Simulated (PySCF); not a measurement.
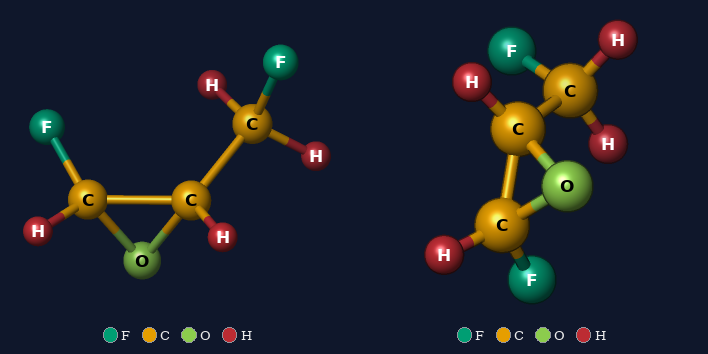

The same structure drawn twice, from different directions.

What does the picture show?

It has 10 atoms: 3 carbon, 4 hydrogen, 2 fluorine and 1 oxygen (C3H4F2O). Its SMILES string is `FC[C@@H]1O[C@@H]1F`. Independent rings (smallest set): 1 of 3 members. Among its groups: ether, C–F bond. This geometry has C1 symmetry. Coordination, clear cases only: 1 C tetrahedral.

More results for the same structure follow; atom numbers are the same in all pictures, views and colours differ. The computed structure is the end point of a PBE0-D3(BJ)/def2-SVP optimisation. No frequency run is at hand to confirm it as a minimum.

**Geometry**

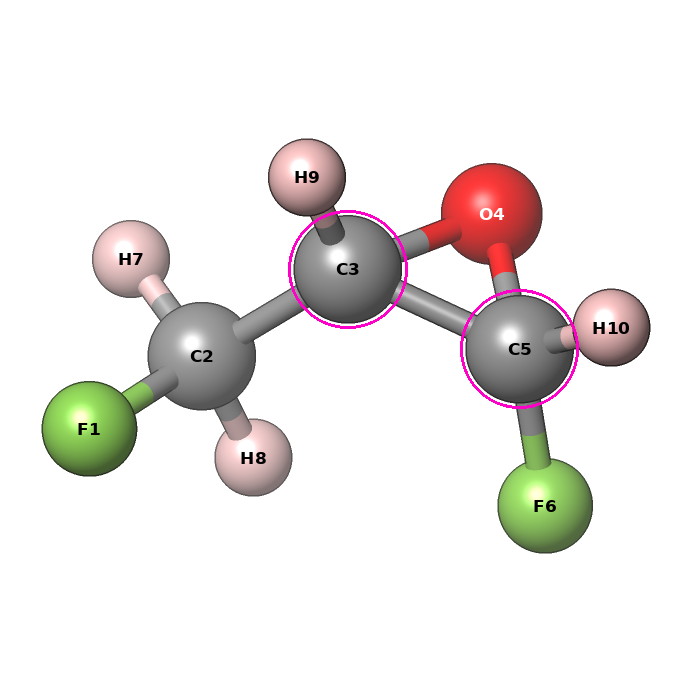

Atoms fade into the background with distance from the viewer. Circles mark the stereogenic atoms. No frequency run is at hand to confirm it as a minimum.

**What are the Cahn–Ingold–Prelog descriptors?**

C3: S (priorities O4 > C5 > C2 > H9); C5: R (priorities F6 > O4 > C3 > H10).

**Bond orders**

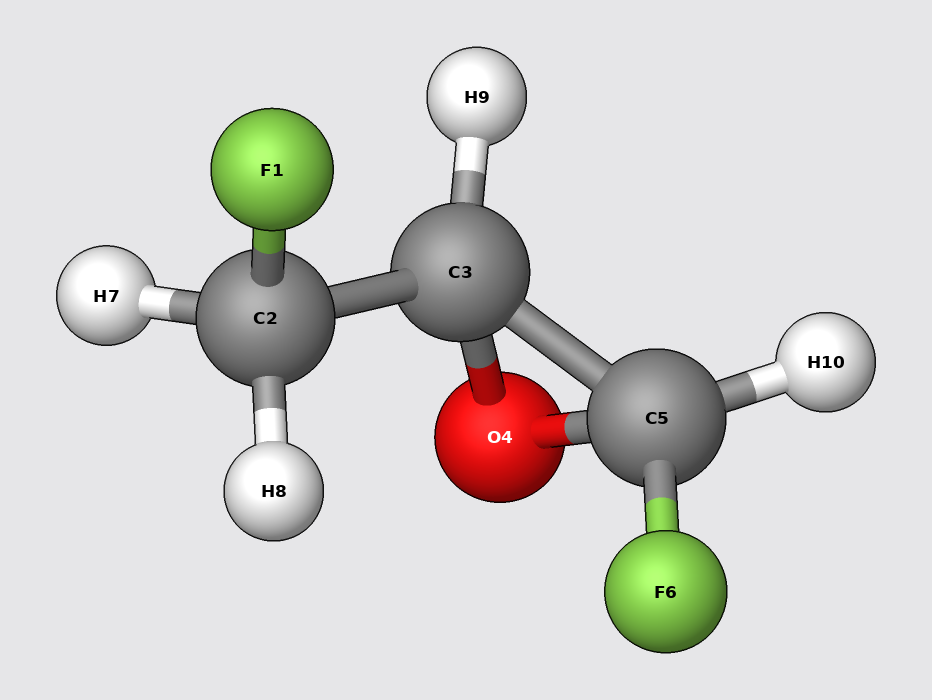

Every bond is drawn as one stick. No frequency run is at hand to confirm it as a minimum. Method: PBE0/pcSseg-0 (PySCF 2.14.0).

List the Mayer bond orders of F1–C2, C2–C3, C2–H7, C2–H8, C3–O4, C3–C5, C3–H9, O4–C5, C5–F6, C5–H10.

| bond | Mayer order | length (Å) |
| --- | --- | --- |
| F1–C2 | 0.78 | 1.370 |
| C2–C3 | 0.96 | 1.503 |
| C2–H7 | 0.90 | 1.103 |
| C2–H8 | 0.90 | 1.101 |
| C3–O4 | 0.78 | 1.430 |
| C3–C5 | 0.97 | 1.458 |
| C3–H9 | 0.86 | 1.099 |
| O4–C5 | 0.86 | 1.374 |
| C5–F6 | 0.87 | 1.345 |
| C5–H10 | 0.88 | 1.097 |

**Spin–spin coupling**

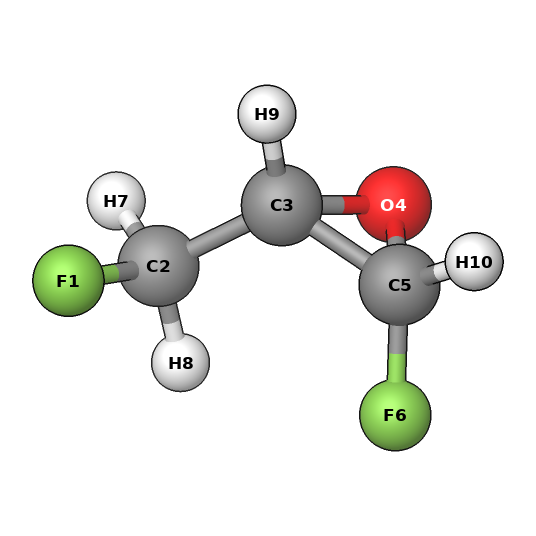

No frequency run is at hand to confirm it as a minimum. Level of theory: KT2/pcJ-1 indirect spin-spin coupling, non-relativistic, gas phase (PySCF 2.14.0). Isotopes: 13C, 19F, 1H, 17O.

Give the spin–spin coupling constants of these pairs, with the number of bonds between them: F1/C2, C5/F6, F1/H8, F1/C3, F1/H7, C3/F6, O4/F6, F6/H10, F1/O4, F1/H9, F1/C5, C2/F6, F6/H9.

```
   pair  bonds apart  J (Hz)
 F1, C2            1  −258.5
 C5, F6            1  −370.2
 F1, H8            2    47.2
 F1, C3            2    20.8
 F1, H7            2    49.6
 C3, F6            2     6.1
 O4, F6            2   −19.3
F6, H10            2    98.2
 F1, O4            3     8.8
 F1, H9            3     1.9
 F1, C5            3    −1.1
 C2, F6            3    −8.5
 F6, H9            3    −8.2
```

Density functionals are unreliable for couplings to fluorine, so those rows may be far off.

**Ring current**

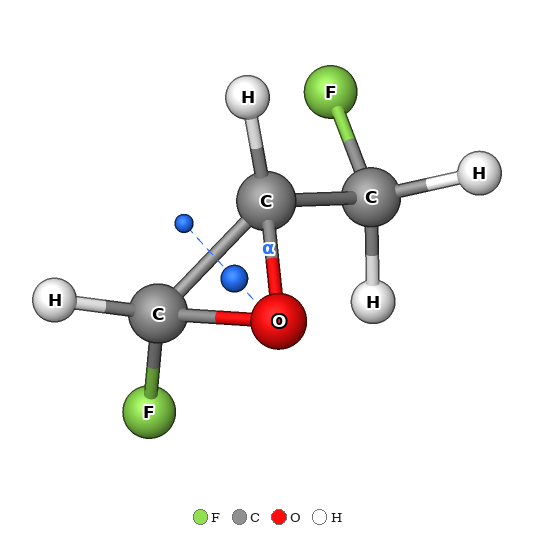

The small points mark where nucleus-independent chemical shifts (NICS) were computed: at the centre of each lettered ring and 1 Å above and below it. No frequency run is at hand to confirm it as a minimum. Method: GIAO PBE0/6-31G* NMR shielding, non-relativistic, gas phase (PySCF 2.14.0).

Give NICS(0), NICS(1) and the out-of-plane component NICS(1)zz for each ring (means of the two sides).

```tsv
ring	members	NICS(0)	NICS(1)	NICS(1)zz
α	C2O	−43.4	−6.1	−18.0
```

Values in ppm.

**Levels of theory compared**

No frequency run is at hand to confirm it as a minimum. Program: PySCF 2.14.0.

Tabulate dipole (D), HOMO energy (eV) at these levels: BHandHLYP/pcJ-1; CAM-B3LYP/pcJ-1; KT2/pcJ-1; LDA/pcSseg-2; PBE0/STO-3G; PBE0/pcSseg-2; WP04/pcSseg-2.

```json
{"level": "BHandHLYP/pcJ-1", "dipole (D)": "1.37", "HOMO energy (eV)": "−10.36"}
{"level": "CAM-B3LYP/pcJ-1", "dipole (D)": "1.30", "HOMO energy (eV)": "−10.25"}
{"level": "KT2/pcJ-1", "dipole (D)": "1.18", "HOMO energy (eV)": "−7.26"}
{"level": "LDA/pcSseg-2", "dipole (D)": "1.25", "HOMO energy (eV)": "−7.40"}
{"level": "PBE0/STO-3G", "dipole (D)": "0.60", "HOMO energy (eV)": "−5.03"}
{"level": "PBE0/pcSseg-2", "dipole (D)": "1.28", "HOMO energy (eV)": "−8.85"}
{"level": "WP04/pcSseg-2", "dipole (D)": "1.36", "HOMO energy (eV)": "−10.07"}
```
